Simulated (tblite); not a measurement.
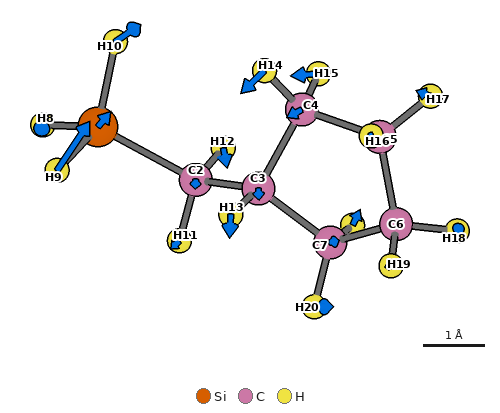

A relaxation of C6H14Si. The starting structure is drawn; blue arrows show the displacements, magnified 3 times. The two geometries are superimposed by the best rigid fit.

Style: ball-and-stick. Shown at a tilt.

Level of theory: GFN2-xTB geometry optimisation, gas phase (tblite). 

Which element moves most?

Hydrogen: up to 0.37 Å, against 0.12 Å for silicon.

What happened in the run?

Over 86 geometry steps the energy falls by 5.77 kJ/mol. An H atom moves most after the best rigid fit: 0.37 Å. Largest moves by element: H 0.37 Å, Si 0.12 Å, C 0.10 Å. Near-neighbour distances that change, for instance: H–Si 1.491 → 1.464 Å, C–Si 1.878 → 1.901 Å, C–H 1.110 → 1.093 Å, C–C 1.522 → 1.536 Å. Among the angles between lasting bonds that change: Si–C–C 117.3° → 114.3°, Si–C–H 106.9° → 109.2°, C–Si–H 110.6° → 108.5°.
